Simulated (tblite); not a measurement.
**C₄H₈Se₂: saddle-point search**

C₄H₈Se₂, SMILES C1C[Se]CC[Se]1, computed with GFN2-xTB saddle search (eigenvector following) and harmonic vibrations, gas phase (tblite 0.8.0).

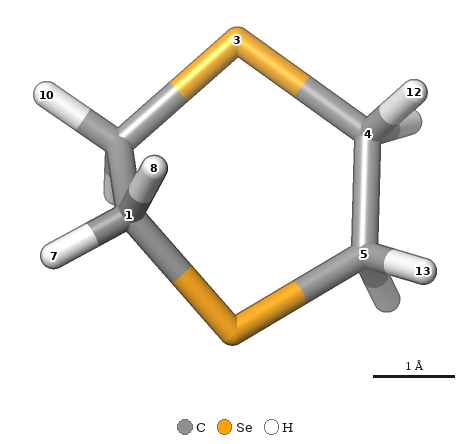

*The structure as given in the input (stick view, seen at a tilt; atoms are numbered from 1 in the order of the input).*

Bond lengths as drawn: C–C 1.51 to 1.52 Å, C–H 1.09 Å and C–Se 1.96 to 2.00 Å.

The input:
```
{"job": {"xc": "GFN2-xTB", "basis": "xTB", "kind": "saddle"}, "charge": 0, "multiplicity": 1}
C     -1.426448    -0.858046     0.414533
C     -1.624326     0.404003    -0.388414
Se    -0.422637     1.835713     0.216271
C      1.375549     0.958903     0.135510
C      1.594253    -0.517613    -0.161561
Se     0.127239    -1.877321    -0.224336
H     -2.266908    -1.544334     0.284057
H     -1.299163    -0.647227     1.478268
H     -1.465263     0.235998    -1.455388
H     -2.625594     0.814842    -0.237336
H      1.917636     1.550475    -0.604995
H      1.781372     1.195165     1.121332
H      2.292339    -0.923257     0.573597
H      2.041950    -0.627301    -1.151538
```

The first line tells a small driver script what to run in tblite; the rest is the geometry in Å.

Machine: 1 CPU thread, shared host.

Launch command:
```bash
OMP_NUM_THREADS=1 python <driver script> task.json out
```

Output:
```
step      E/eV     max force
  0    -515.93308   0.1032
  1    -515.93097   0.0304
  2    -515.93105   0.0051
  3    -515.93204   0.0446
  4    -515.93114   0.0090
  5    -515.93150   0.0111
  6    -515.93213   0.0090
  7    -515.93340   0.0269
  8    -515.93261   0.0062
  9    -515.93341   0.0100
 10    -515.93440   0.0122
 11    -515.93558   0.0102
 12    -515.93753   0.0204
 13    -515.93990   0.0269
 14    -515.94270   0.0311
 15    -515.94593   0.0337
 16    -515.94965   0.0233
 17    -515.95538   0.0494
 18    -515.95190   0.0192
 19    -515.95525   0.0253
 20    -515.95884   0.0301
 21    -515.96266   0.0258
 22    -515.96827   0.0410
 23    -515.97419   0.0481
 24    -515.98033   0.0506
 25    -515.98656   0.0493
 26    -515.99520   0.0488
 27    -516.00589   0.1143
 28    -515.99994   0.0302
 29    -516.00613   0.0452
 30    -516.01190   0.0450
 31    -516.01717   0.0296
 32    -516.02322   0.0595
 33    -516.01984   0.0191
 34    -516.02320   0.0243
 35    -516.02618   0.0248
 36    -516.02881   0.0153
 37    -516.03178   0.0336
 38    -516.03415   0.0350
 39    -516.03596   0.0307
 40    -516.03747   0.0456
 41    -516.03841   0.0203
 42    -516.03857   0.0106
 43    -516.03862   0.0037
lowest wavenumbers (cm-1): -101.0 64.5 160.8 242.9 292.6 370.9
```

Trajectory as extended XYZ (Å, eV, eV/Å), 12 frames, from step=0 to step=43:
```
14
Properties=species:S:1:pos:R:3:forces:R:3 step=0 energy=-515.93308
C    -1.4264   -0.8580    0.4145    0.0000   0.0020   0.0040
C    -1.6243    0.4040   -0.3884   -0.0040  -0.0050  -0.0080
Se   -0.4226    1.8357    0.2163   -0.0090   0.0000  -0.0370
C     1.3755    0.9589    0.1355    0.0190  -0.0170   0.1000
C     1.5943   -0.5176   -0.1616    0.0110   0.0320  -0.0960
Se    0.1272   -1.8773   -0.2243   -0.0150  -0.0070   0.0370
H    -2.2669   -1.5443    0.2841    0.0030   0.0010   0.0000
H    -1.2992   -0.6472    1.4783   -0.0080   0.0040   0.0060
H    -1.4653    0.2360   -1.4554   -0.0060  -0.0110  -0.0100
H    -2.6256    0.8148   -0.2373    0.0000   0.0030   0.0030
H     1.9176    1.5505   -0.6050   -0.0050  -0.0020   0.0090
H     1.7814    1.1952    1.1213    0.0110   0.0040   0.0010
H     2.2923   -0.9233    0.5736   -0.0060  -0.0020  -0.0120
H     2.0419   -0.6273   -1.1515    0.0090  -0.0010   0.0010
14
Properties=species:S:1:pos:R:3:forces:R:3 step=3 energy=-515.93204
C    -1.4070   -0.8549    0.4042   -0.0070  -0.0080   0.0060
C    -1.6516    0.4076   -0.3859   -0.0090   0.0070  -0.0030
Se   -0.4211    1.8479    0.1476    0.0170  -0.0340  -0.0220
C     1.3781    0.9553    0.1300    0.0090   0.0350   0.0030
C     1.6015   -0.5229   -0.1536    0.0130  -0.0170   0.0000
Se    0.1172   -1.8529   -0.3322   -0.0020   0.0240   0.0170
H    -2.2513   -1.5441    0.3127    0.0280   0.0170   0.0040
H    -1.2251   -0.6504    1.4627   -0.0040  -0.0060  -0.0440
H    -1.5533    0.2354   -1.4611   -0.0050   0.0050   0.0420
H    -2.6435    0.8192   -0.1795    0.0230  -0.0060  -0.0020
H     1.9369    1.5432   -0.6024   -0.0150  -0.0110   0.0350
H     1.7622    1.1983    1.1238   -0.0260  -0.0080  -0.0310
H     2.2293   -0.9403    0.6370   -0.0070   0.0020  -0.0200
H     2.1277   -0.6414   -1.1033   -0.0150  -0.0020   0.0150
14
Properties=species:S:1:pos:R:3:forces:R:3 step=7 energy=-515.93340
C    -1.3958   -0.8545    0.3956   -0.0010  -0.0010  -0.0010
C    -1.6654    0.4108   -0.3810   -0.0080   0.0040  -0.0040
Se   -0.4171    1.8530    0.1063    0.0050  -0.0170  -0.0140
C     1.3790    0.9544    0.1221    0.0050   0.0100   0.0060
C     1.6049   -0.5268   -0.1452    0.0140  -0.0130  -0.0050
Se    0.1152   -1.8370   -0.3858    0.0050   0.0190   0.0050
H    -2.2392   -1.5457    0.3193    0.0110   0.0060   0.0030
H    -1.1891   -0.6570    1.4500    0.0020  -0.0020  -0.0200
H    -1.6041    0.2391   -1.4585   -0.0060   0.0030   0.0260
H    -2.6491    0.8235   -0.1406    0.0170  -0.0060  -0.0010
H     1.9502    1.5384   -0.6025   -0.0080  -0.0050   0.0130
H     1.7457    1.2020    1.1207   -0.0100  -0.0020  -0.0140
H     2.1964   -0.9468    0.6719   -0.0180   0.0050  -0.0180
H     2.1684   -0.6534   -1.0725   -0.0100   0.0000   0.0230
14
Properties=species:S:1:pos:R:3:forces:R:3 step=11 energy=-515.93558
C    -1.3834   -0.8528    0.3887    0.0020   0.0000  -0.0010
C    -1.6773    0.4127   -0.3779   -0.0030   0.0010  -0.0010
Se   -0.4129    1.8584    0.0582    0.0010  -0.0020  -0.0100
C     1.3787    0.9526    0.1185    0.0010   0.0010   0.0010
C     1.6062   -0.5298   -0.1404    0.0030  -0.0030   0.0000
Se    0.1140   -1.8215   -0.4335    0.0010   0.0060  -0.0060
H    -2.2260   -1.5461    0.3305    0.0030   0.0010   0.0020
H    -1.1514   -0.6586    1.4379    0.0060   0.0000  -0.0050
H    -1.6515    0.2381   -1.4557   -0.0080   0.0000   0.0050
H    -2.6518    0.8265   -0.1064    0.0030  -0.0010   0.0050
H     1.9659    1.5351   -0.5937    0.0020  -0.0010   0.0030
H     1.7241    1.2005    1.1242   -0.0050  -0.0010  -0.0010
H     2.1650   -0.9539    0.6966   -0.0080   0.0000  -0.0010
H     2.2005   -0.6611   -1.0470    0.0020  -0.0010   0.0090
14
Properties=species:S:1:pos:R:3:forces:R:3 step=15 energy=-515.94593
C    -1.3487   -0.8510    0.3644    0.0030   0.0030  -0.0060
C    -1.7091    0.4189   -0.3645   -0.0100   0.0040  -0.0030
Se   -0.3995    1.8689   -0.0746   -0.0010  -0.0100  -0.0190
C     1.3794    0.9494    0.1047    0.0010  -0.0020   0.0020
C     1.6079   -0.5382   -0.1220    0.0170  -0.0140  -0.0010
Se    0.1142   -1.7726   -0.5691    0.0080   0.0170  -0.0060
H    -2.1868   -1.5517    0.3495    0.0060  -0.0010   0.0010
H    -1.0500   -0.6712    1.3993    0.0090  -0.0020  -0.0110
H    -1.7873    0.2418   -1.4400   -0.0130   0.0040   0.0230
H    -2.6526    0.8357   -0.0018    0.0180  -0.0060   0.0060
H     2.0044    1.5236   -0.5814    0.0030  -0.0010   0.0010
H     1.6725    1.2061    1.1246   -0.0050   0.0010  -0.0020
H     2.0641   -0.9720    0.7717   -0.0270   0.0080  -0.0170
H     2.2916   -0.6878   -0.9610   -0.0070  -0.0010   0.0330
14
Properties=species:S:1:pos:R:3:forces:R:3 step=19 energy=-515.95525
C    -1.3296   -0.8533    0.3463    0.0040   0.0010  -0.0070
C    -1.7240    0.4227   -0.3525   -0.0080   0.0030   0.0010
Se   -0.3905    1.8699   -0.1458    0.0010  -0.0060  -0.0200
C     1.3813    0.9500    0.0935    0.0010   0.0000  -0.0010
C     1.6057   -0.5419   -0.1076    0.0080  -0.0080   0.0040
Se    0.1182   -1.7402   -0.6439    0.0050   0.0130  -0.0130
H    -2.1633   -1.5592    0.3475    0.0070  -0.0020  -0.0010
H    -0.9992   -0.6866    1.3736    0.0110  -0.0040  -0.0100
H    -1.8627    0.2496   -1.4221   -0.0170   0.0040   0.0150
H    -2.6440    0.8408    0.0641    0.0110  -0.0020   0.0130
H     2.0204    1.5150   -0.5868    0.0030  -0.0020   0.0000
H     1.6538    1.2187    1.1161   -0.0060   0.0030  -0.0030
H     1.9933   -0.9788    0.8160   -0.0220   0.0030  -0.0030
H     2.3405   -0.7069   -0.8985    0.0020  -0.0030   0.0250
14
Properties=species:S:1:pos:R:3:forces:R:3 step=23 energy=-515.97419
C    -1.3015   -0.8615    0.3124    0.0040   0.0040  -0.0110
C    -1.7426    0.4289   -0.3283   -0.0130   0.0040   0.0010
Se   -0.3768    1.8661   -0.2458   -0.0020  -0.0110  -0.0230
C     1.3864    0.9538    0.0717    0.0030  -0.0040   0.0000
C     1.5980   -0.5456   -0.0791    0.0210  -0.0150   0.0060
Se    0.1298   -1.6864   -0.7548    0.0110   0.0190  -0.0080
H    -2.1271   -1.5765    0.3260    0.0070  -0.0030  -0.0050
H    -0.9305   -0.7222    1.3301    0.0100  -0.0070  -0.0140
H    -1.9752    0.2707   -1.3842   -0.0170   0.0080   0.0300
H    -2.6198    0.8467    0.1728    0.0240  -0.0070   0.0120
H     2.0386    1.4971   -0.6140    0.0030  -0.0050  -0.0030
H     1.6416    1.2512    1.0909   -0.0030   0.0050  -0.0070
H     1.8690   -0.9820    0.8864   -0.0340   0.0140  -0.0230
H     2.4100   -0.7405   -0.7841   -0.0140  -0.0010   0.0460
14
Properties=species:S:1:pos:R:3:forces:R:3 step=27 energy=-516.00589
C    -1.2668   -0.8845    0.2515   -0.0080   0.0160  -0.0180
C    -1.7566    0.4368   -0.2814   -0.0400   0.0120  -0.0050
Se   -0.3564    1.8519   -0.3767   -0.0190  -0.0350  -0.0170
C     1.4001    0.9662    0.0307    0.0120  -0.0110   0.0050
C     1.5782   -0.5431   -0.0275    0.0600  -0.0370   0.0250
Se    0.1616   -1.6077   -0.8944    0.0250   0.0260   0.0210
H    -2.0814   -1.6122    0.2483    0.0070  -0.0010  -0.0120
H    -0.8621   -0.8040    1.2632    0.0000  -0.0090  -0.0250
H    -2.1298    0.3193   -1.3035    0.0090   0.0180   0.0850
H    -2.5532    0.8486    0.3470    0.0690  -0.0280  -0.0260
H     2.0579    1.4587   -0.6877   -0.0030  -0.0140   0.0030
H     1.6566    1.3221    1.0311   -0.0010   0.0030  -0.0190
H     1.6634   -0.9607    0.9825   -0.0300   0.0430  -0.0950
H     2.4885   -0.7914   -0.5831   -0.0820   0.0160   0.0780
14
Properties=species:S:1:pos:R:3:forces:R:3 step=31 energy=-516.01717
C    -1.2593   -0.8985    0.2247   -0.0020   0.0000  -0.0060
C    -1.7547    0.4385   -0.2599   -0.0070   0.0010   0.0030
Se   -0.3502    1.8443   -0.4123   -0.0010  -0.0060  -0.0110
C     1.4078    0.9734    0.0112    0.0050  -0.0010  -0.0030
C     1.5681   -0.5372   -0.0045    0.0090  -0.0040   0.0090
Se    0.1800   -1.5842   -0.9298    0.0070   0.0070  -0.0020
H    -2.0720   -1.6275    0.1972    0.0030  -0.0010  -0.0120
H    -0.8565   -0.8496    1.2390   -0.0010  -0.0110  -0.0090
H    -2.1779    0.3460   -1.2626   -0.0080   0.0070   0.0220
H    -2.5139    0.8442    0.4138    0.0190  -0.0050   0.0080
H     2.0612    1.4378   -0.7293    0.0000  -0.0070  -0.0040
H     1.6777    1.3569    0.9976    0.0020   0.0060  -0.0100
H     1.5854   -0.9369    1.0130   -0.0160   0.0120  -0.0100
H     2.5042   -0.8071   -0.4982   -0.0120   0.0010   0.0270
14
Properties=species:S:1:pos:R:3:forces:R:3 step=35 energy=-516.02618
C    -1.2546   -0.9155    0.1956   -0.0040   0.0000  -0.0020
C    -1.7510    0.4402   -0.2351   -0.0090   0.0010   0.0020
Se   -0.3421    1.8353   -0.4554   -0.0030  -0.0060  -0.0070
C     1.4172    0.9820   -0.0104    0.0060  -0.0010  -0.0020
C     1.5590   -0.5289    0.0210    0.0090  -0.0020   0.0080
Se    0.2014   -1.5633   -0.9599    0.0050   0.0050   0.0010
H    -2.0669   -1.6431    0.1328    0.0050   0.0020  -0.0090
H    -0.8618   -0.9066    1.2152   -0.0040  -0.0090  -0.0110
H    -2.2304    0.3764   -1.2145   -0.0010   0.0060   0.0240
H    -2.4662    0.8402    0.4884    0.0200  -0.0070   0.0000
H     2.0668    1.4149   -0.7733   -0.0020  -0.0070  -0.0010
H     1.6995    1.3960    0.9603    0.0020   0.0030  -0.0100
H     1.5104   -0.9066    1.0460   -0.0100   0.0110  -0.0110
H     2.5187   -0.8209   -0.4107   -0.0130   0.0030   0.0200
14
Properties=species:S:1:pos:R:3:forces:R:3 step=39 energy=-516.03596
C    -1.2545   -0.9519    0.1400   -0.0110   0.0010   0.0080
C    -1.7363    0.4408   -0.1861   -0.0170  -0.0050  -0.0010
Se   -0.3298    1.8195   -0.5176   -0.0030  -0.0040  -0.0020
C     1.4363    0.9995   -0.0542    0.0130  -0.0030   0.0020
C     1.5417   -0.5070    0.0716    0.0160  -0.0010   0.0100
Se    0.2456   -1.5378   -0.9917    0.0030   0.0040   0.0090
H    -2.0676   -1.6663   -0.0094    0.0140   0.0140  -0.0010
H    -0.9002   -1.0299    1.1713   -0.0090  -0.0030  -0.0220
H    -2.3121    0.4391   -1.1146    0.0100   0.0020   0.0290
H    -2.3645    0.8257    0.6218    0.0200  -0.0110  -0.0160
H     2.0717    1.3651   -0.8637   -0.0090  -0.0090   0.0130
H     1.7524    1.4724    0.8789   -0.0030  -0.0060  -0.0150
H     1.3848   -0.8327    1.1040    0.0010   0.0120  -0.0260
H     2.5324   -0.8365   -0.2503   -0.0240   0.0090   0.0130
14
Properties=species:S:1:pos:R:3:forces:R:3 step=43 energy=-516.03862
C    -1.2592   -0.9852    0.0893   -0.0020   0.0000   0.0020
C    -1.7174    0.4368   -0.1413   -0.0020  -0.0010   0.0000
Se   -0.3241    1.8162   -0.5312    0.0000   0.0000   0.0000
C     1.4549    1.0136   -0.0979    0.0020   0.0000   0.0000
C     1.5243   -0.4809    0.1207    0.0020   0.0000   0.0010
Se    0.2887   -1.5262   -0.9986    0.0000   0.0000   0.0010
H    -2.0700   -1.6760   -0.1515    0.0020   0.0020   0.0010
H    -0.9566   -1.1480    1.1267   -0.0010   0.0000  -0.0030
H    -2.3616    0.4958   -1.0207    0.0010   0.0000   0.0030
H    -2.2728    0.7972    0.7277    0.0010  -0.0010  -0.0020
H     2.0611    1.3055   -0.9577   -0.0020  -0.0010   0.0030
H     1.8221    1.5389    0.7870   -0.0010  -0.0020  -0.0030
H     1.2794   -0.7489    1.1516    0.0010   0.0010  -0.0030
H     2.5312   -0.8387   -0.1042   -0.0030   0.0010   0.0010
```

Results in brief:

- outcome: converged
- total energy: −516.0386 eV
- point group: Cs
- wall time: 12 s
- peak memory: 0.19 GiB
